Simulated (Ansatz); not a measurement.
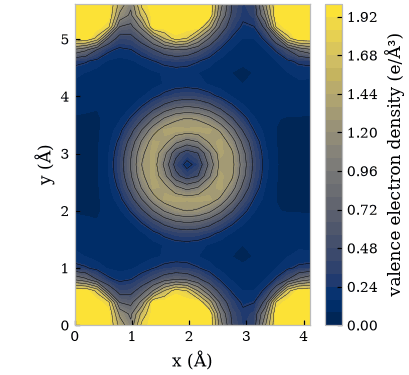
Figure: Valence electron density (e/Å³), cut off at 2 on a lattice plane, DFT-r²SCAN in the program Ansatz with PAW potentials

Problem. Pick the material that matches.
A. HfN, rock salt
B. BaTiO3, P4mm (Ti on 1b, Ba on 1a, O on 1b, O on 2c)
C. TiB2, P6/mmm (Ti on 1a, B on 2d)
D. ZnSe, zinc blende

Solution. B, BaTiO3, P4mm (Ti on 1b, Ba on 1a, O on 1b, O on 2c). Atoms in the plane, in fractions of its two edges: Ti at (0.00, 0.00), Ba at (0.48, 0.50), O at (0.44, 0.00).

The density is the valence pseudo-density with augmentation charge, so density and ELF within about 1 Å of a nucleus are not all-electron values.

The r²SCAN relaxation kept the symmetry of its start. At this level the phase is dynamically unstable (imaginary phonons). The run is not spin-polarised. Scalar-relativistic: spin–orbit coupling is off unless named, which matters more the heavier the elements.

Potentials: the later of the program's two PAW sets.
